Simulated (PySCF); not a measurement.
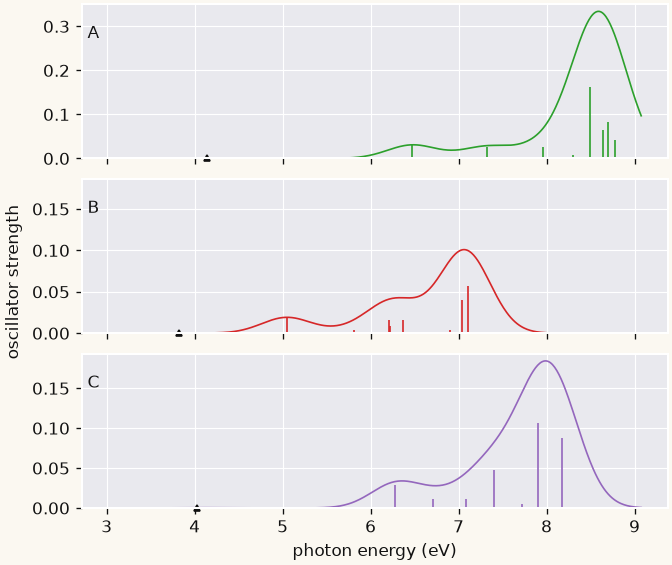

Vertical TDDFT spectra of C₃H₈FNSi, SMILES C=N[Si@H](F)CC at one geometry and several levels (PySCF 2.14.0, at a PBE0-D3(BJ)/def2-SVP geometry (no frequency check)); sticks with Gaussians of 1/e half-width 0.40 eV, the triangle marks S1, which has the same leading orbital pair at all these levels. Only the lowest states were computed, so the high end is incomplete.

The levels are PBE/def2-SVPD, PBE0/6-31G(d) and PBE0/def2-SVPD. Which panel is which?

Answer. A: PBE0/6-31G(d) (S1 at 4.14 eV); B: PBE/def2-SVPD (S1 at 3.82 eV); C: PBE0/def2-SVPD (S1 at 4.03 eV).

Caveats, for all or some of the runs: 6-31G(d) has no diffuse functions, so states with Rydberg character are missing or too high; core orbitals are frozen in the response; one conformer of a flexible molecule; states above the negative HOMO energy depend on the basis.
